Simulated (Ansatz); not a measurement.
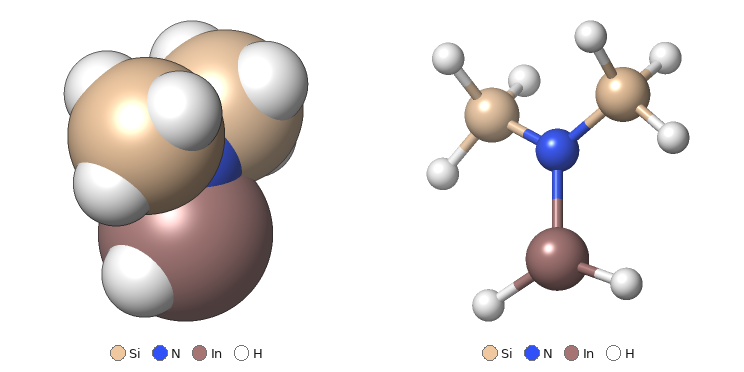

The same structure drawn twice, from different directions.

Computed geometry: PBE0-D4/def2-TZVP optimisation.

Description:

Formula H₈InNSi₂. Its SMILES string is `[SiH3][N]([SiH3])[InH2]`. Among its groups: Si–H bond, Si–N bond. Coordination: 2 Si tetrahedral; 1 N trigonal planar; 1 In trigonal planar.

The parts below concern this one geometry. Atoms keep their numbers from picture to picture.

## Shape

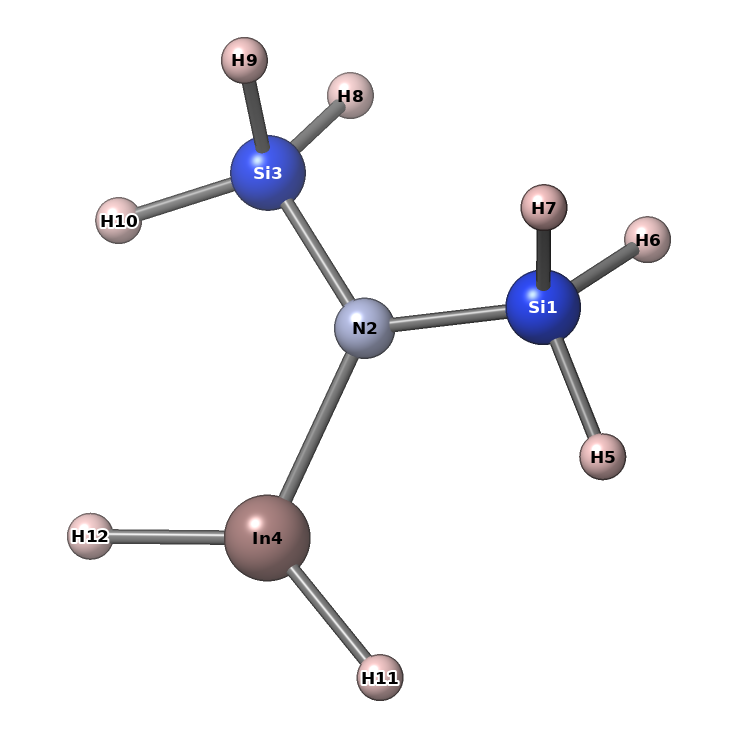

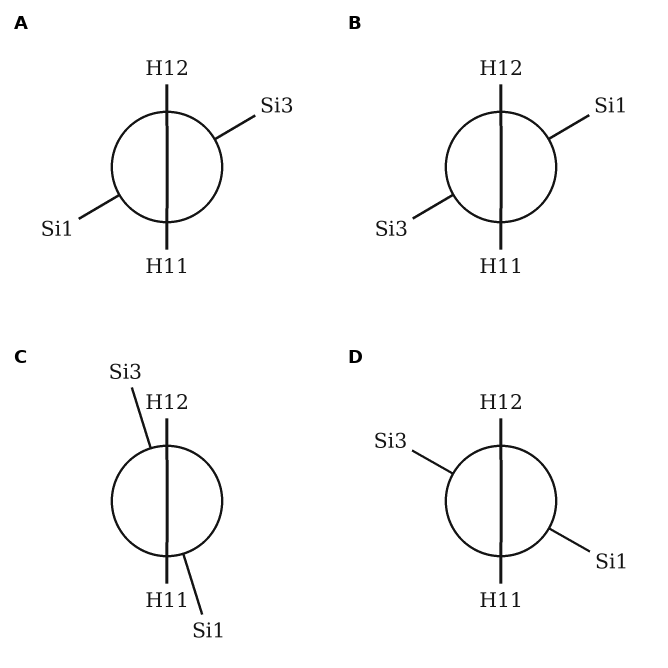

Depth is shown by fading: the farther an atom, the more it takes the colour of the background. Bonds that would overlap in a projection are set slightly apart.

Which Newman projection shows the view along In4–N2, with In4 in front?

Answer. C. The torsion angle H11–In4–N2–Si1 is 0°, synperiplanar (eclipsed).

## Electronic properties

Level of theory: RKS PBE0-D4/def2-QZVPP, core potentials on In (Ansatz 0.2.0).

Give the dispersion correction at this level.

Answer. −27.1 kJ/mol.

Give the HOMO energy (Kohn–Sham orbital) at this level.

Answer. −7.45 eV.

Estimate the LUMO energy (Kohn–Sham orbital).

Answer. −1.73 eV.

## Vibrations

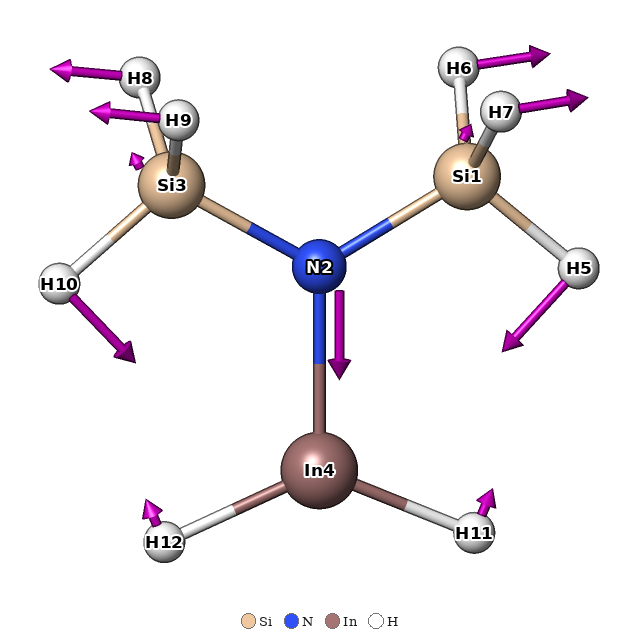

The arrows show one normal mode. Harmonic vibrations computed with RKS PBE0-D4/def2-TZVP, core potentials on In (Ansatz 0.2.0) at a stationary point of the same level.

At what wavenumber does it lie?

Answer. 891 cm⁻¹; it is mode 15 of 30 counted from the lowest.

## Dipole moment

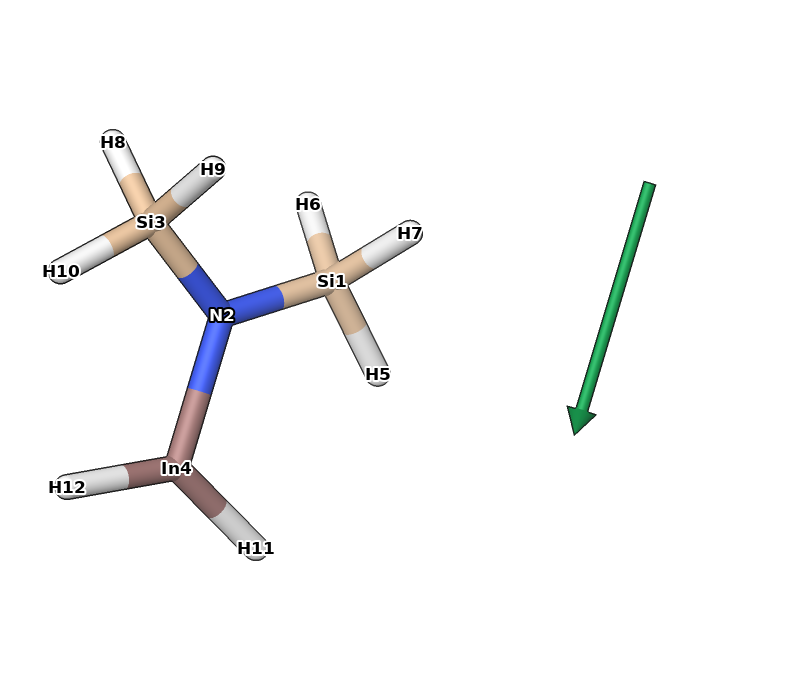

The arrow beside the molecule shows the direction of the dipole moment, from the negative to the positive end (its length means nothing). Level of theory: RKS ωB97M-V/def2-TZVPP, core potentials on In (Ansatz 0.2.0).

How large is the dipole moment?

Answer. 1.92 D; it points from the side of H6, H7, H8, H9 to the side of H11, H12 (the outermost atoms at the two ends).

## Charges

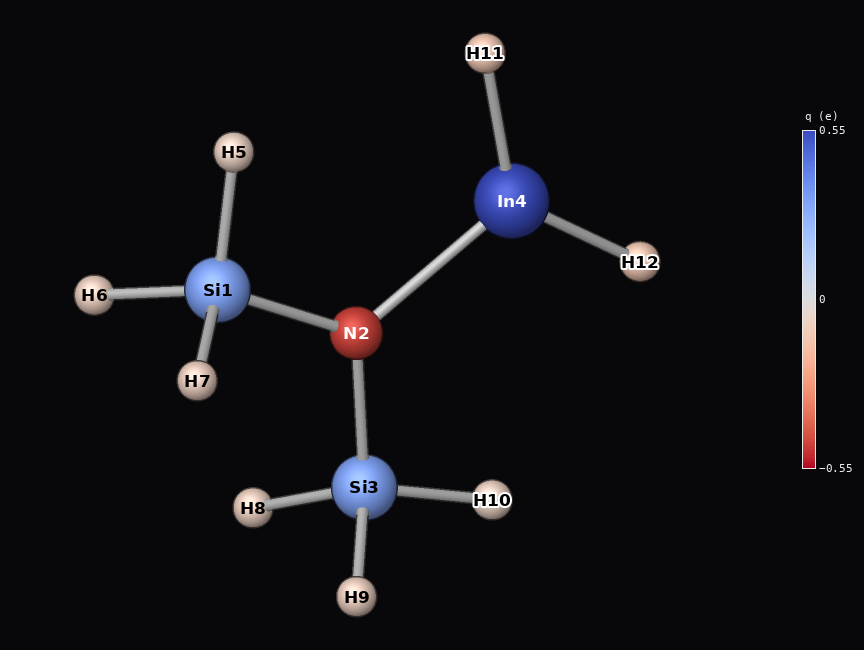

Atoms are coloured by their Mulliken charges. Method: RKS B3LYP-D4/def2-TZVPP, core potentials on In (Ansatz 0.2.0).

List the Mulliken charges.

```csv
atom,value (e)
Si1,0.30
N2,−0.47
Si3,0.30
In4,0.55
H5,−0.07
H6,−0.08
H7,−0.08
H8,−0.08
H9,−0.08
H10,−0.07
H11,−0.11
H12,−0.11
```

Mulliken values depend strongly on the basis set and can even reverse the polarity of a bond.
